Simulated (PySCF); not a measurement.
Consider C5H13FOSi2.

```yaml
atoms:
  - { symbol: C, position_ang: [-3.1731, -0.7824, 0.7285] }
  - { symbol: C, position_ang: [-2.5064, -0.8878, -0.6413] }
  - { symbol: O, position_ang: [-1.1059, -0.7359, -0.6096] }
  - { symbol: C, position_ang: [-0.6227, 0.5752, -0.4271] }
  - { symbol: C, position_ang: [0.8500, 0.4340, -0.1933] }
  - { symbol: Si, position_ang: [1.2261, -1.3149, 0.4151] }
  - { symbol: C, position_ang: [1.6982, 1.4354, -0.4168] }
  - { symbol: Si, position_ang: [3.5528, 1.4308, -0.1659] }
  - { symbol: F, position_ang: [4.0244, 2.9271, -0.5626] }
  - { symbol: H, position_ang: [-3.0877, 0.2228, 1.1345] }
  - { symbol: H, position_ang: [-2.7045, -1.4789, 1.4191] }
  - { symbol: H, position_ang: [-4.2277, -1.0274, 0.6376] }
  - { symbol: H, position_ang: [-2.9439, -0.1512, -1.3315] }
  - { symbol: H, position_ang: [-2.6683, -1.8885, -1.0519] }
  - { symbol: H, position_ang: [-1.0839, 1.0467, 0.4549] }
  - { symbol: H, position_ang: [-0.8599, 1.1991, -1.3038] }
  - { symbol: H, position_ang: [2.6280, -1.3127, 0.8613] }
  - { symbol: H, position_ang: [1.0709, -2.2938, -0.6555] }
  - { symbol: H, position_ang: [0.3805, -1.6241, 1.5696] }
  - { symbol: H, position_ang: [1.2883, 2.3739, -0.7875] }
  - { symbol: H, position_ang: [4.2783, 0.5776, -1.0979] }
  - { symbol: H, position_ang: [3.9761, 1.2943, 1.2217] }
```

Geometry: GFN2-xTB.

All numbers below come from PBE0/pcSseg-1, SCF density, gas phase, non-relativistic in PySCF.

What will maps of the electron density and electron localisation function show?

C–C (1.33 Å): the density is about 2.3 e/Å³ at the midpoint; the ELF peaks at about 0.90 between the atoms; a short, multiple covalent bond.
Si–F (1.62 Å): ρ at the midpoint is about 1 e/Å³; the ELF peaks at about 0.85 in the valence shell of F, 0.6 Å from its nucleus, and is about 0.50 at the midpoint.
C–Si (1.87 Å): the density is about 0.97 e/Å³ at the midpoint; the ELF peaks at about 0.95 between the atoms, as expected for a shared electron pair.
C–H (1.09 Å): ρ is about 2 e/Å³ halfway; the ELF climbs to about 1 towards the hydrogen, as it does in any bond to H (an ordinary covalent bond to hydrogen).

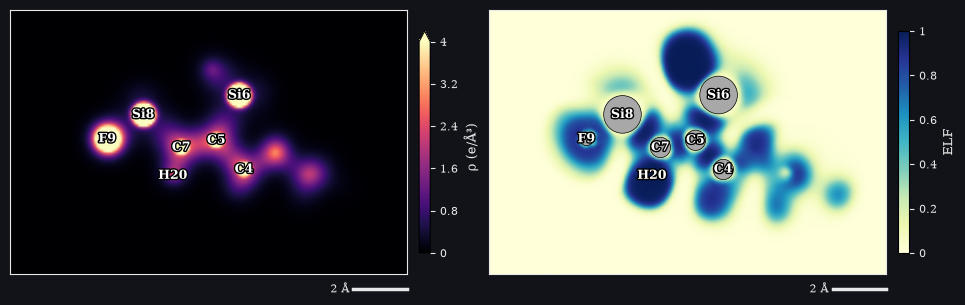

Computed electron density and electron localisation function on the plane of atoms C4, C5 and Si6, in this order. Grey discs cover the atomic cores in the ELF map. 
